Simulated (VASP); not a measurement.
Band structure of SnSe$_{2}$ (1T layered). These are modified Becke-Johnson potential (mBJ), VASP's PBE PAW potentials (set 64) (plane waves; VASP) values and carry that method's errors.

mBJ is a potential without an energy functional, so only the levels count. Without a dispersion term in the relaxation, distances and binding between the weakly bound layers, chains or molecules are unreliable, and so is what depends on them. Unless said otherwise, spin-orbit coupling is left out, though it shifts the bands of the heavy elements here.

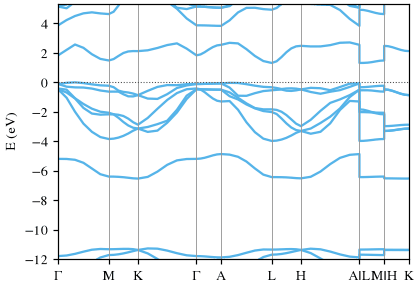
Figure: Bands along high-symmetry lines, zero at the valence-band maximum or, without a gap, the Fermi level

Problem. Read the plot: is there a gap, and where are the band edges?

Solution. The gap is indirect, 1.32 eV, from the valence maximum at (0.17, 0.00, 0.25) to the conduction minimum at L.

Measured: gap 0.98 eV (computed value off by +0.34 eV), as given by Joseph M. Gonzalez et al., Physical Review B (2016), arXiv:1609.04381.

The compound is SnSe2 in the 1T layered structure. It was relaxed first, which changed the volume by +16 %. The cell's shape comes from a PBE relaxation.
